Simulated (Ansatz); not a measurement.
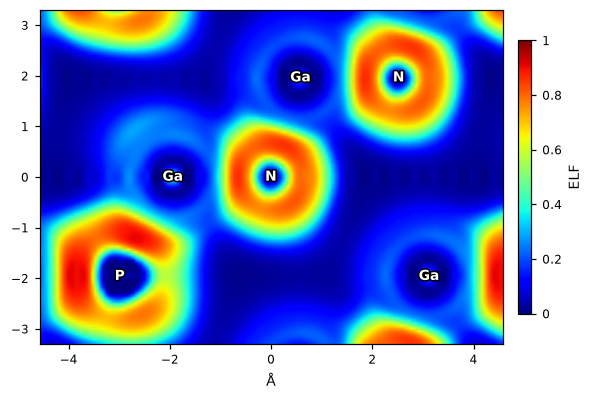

The picture shows: Ga$_{3}$PN$_{2}$. Electron localisation function on the (110) plane of the conventional cell.

Space group P3m1; started from the ordered alloy on zincblende lattice prototype, which need not be the ambient phase.

Theory: DFT, r2SCAN, plane waves, PAW in Ansatz 0.2.0.

Core electrons are frozen (PAW), and the valence fields are smoothed inside the atomic spheres.

> Interpret the plot.

The section cuts through N, P and Ga sites.
Ga–N (1.95 Å): the ELF peaks at about 0.85 in the valence shell of N, 0.7 Å from its nucleus, and is about 0.50 at the midpoint.
Ga–P (2.22 Å): the ELF peaks at about 0.90 in the valence shell of P, 0.8 Å from its nucleus, and is about 0.75 at the midpoint.
Ga–N (2.04 Å): the ELF peaks at about 0.85 in the valence shell of N, 0.7 Å from its nucleus, and is about 0.45 at the midpoint.
